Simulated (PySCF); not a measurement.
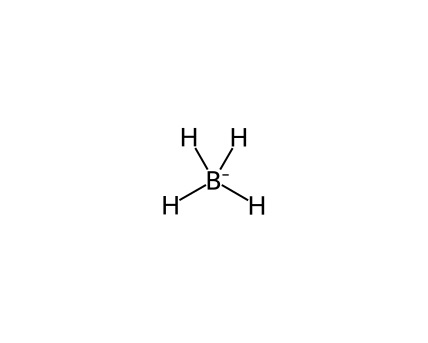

The species has charge −1 and is a spin singlet. The geometry was computed by an optimisation with PBE0-D3(BJ)/def2-SVP. No frequency run is at hand to confirm it as a minimum. Level of theory: PBE0/6-311+G(2d,p), gas phase (PySCF 2.14.0).

### Estimate the HOMO energy (Kohn–Sham orbital).

−1.97 eV.
